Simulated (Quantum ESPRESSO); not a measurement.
# Energy and gap at +3 % biaxial strain: Hf2CO2 MXene, 1 layer

**Set-up.** Quantum ESPRESSO 7.5 driven by ASE, PBE, GBRV ultrasoft, ESM (bc1); atomic heights clamped; cell area 9.286 Å² at zero strain.

```
strain (%)  energy (meV a cell)  gap on the mesh (eV)
        −3               227.19                 0.878
      −1.5                49.71                 0.962
         0                 0.00                 1.034
      +1.5                63.76                 1.094
```

To predict: What are energy and gap at +3 %, and how stiff is the sheet?

By hand: About zero, E'' = (49.71 + 63.76 − 2 × 0.00)/1.5² = 50.43 meV per %² and E' = (63.76 − 49.71)/3 = 4.68 meV per %. With E = A K ε², where K = (C11 + C22)/2 + C12 (C11 + C12 for a hexagonal sheet), K = 50.43 × 10/(2 × 9.286) × 16.02 = 435 N/m. The parabola gives E(+3 %) = 0.00 + 3 × (4.68) + 4.5 × 50.43 = 241.0 meV. Continuing the last slope, the gap is 2 × 1.094 − 1.034 = 1.154 eV.

**Check.** E = 227.2 meV and the gap 1.143 eV. The parabola misses by +13.8 meV, too high, since bonds soften under tension. The gap's line misses by +0.011 eV.

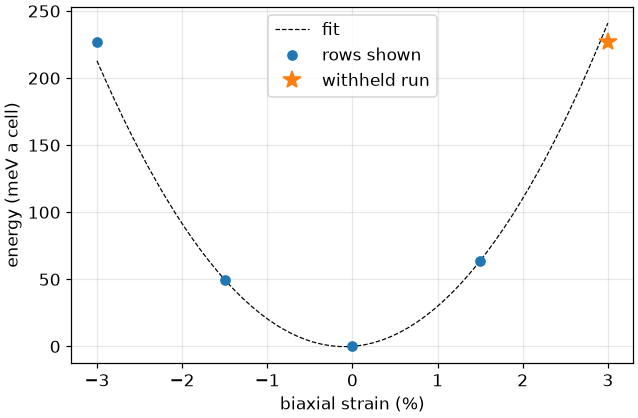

The rows shown, the fit and the withheld run.

Caveats: Clamped heights stiffen sheets with several planes. Semilocal gap, no spin-orbit coupling.

[Logs are printed without paths, hosts, clocks, repeated set-up lines and the standing remarks that a program may print on its own settings, such as how far it seeks lower states.]
